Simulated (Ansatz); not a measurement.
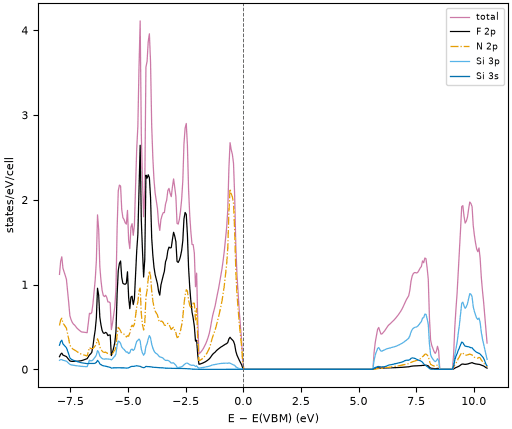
*Total and projected density of states of SiNF in space group P3m1 (No. 156; Si on 1a, N on 1c, F on 1a), the program Ansatz at the r²SCAN+D4 level (PAW)*

Q: Which orbitals carry the states next to the gap?

A: Top 1 eV of the valence band: N 2p 77 %, F 2p 16 %. Bottom 1 eV of the conduction band: Si 3p 49 %, N 2s 17 %, Si 3s 8 %, outside the projected shells 18 %. Projections are on Löwdin-orthogonalised atomic valence shells; empty p or d shells of many metals are not among them.

Q: Where is the tallest occupied peak in this window, and what makes it?

A: Near -4.5 eV, about 4.1 states/eV per cell; the largest projected share is F 2p.

The start of the workflow was typed in or built on a structure type; neither database checked (COD, Materials Project) lists it. Whether it is the stable phase at ambient conditions was not checked. The cell was relaxed with r²SCAN+D4 under the symmetry of its start; its stability against distortions is not shown here. The volume moved by -27 % from the start of the relaxation.

Potentials: the earlier of the program's two PAW sets.
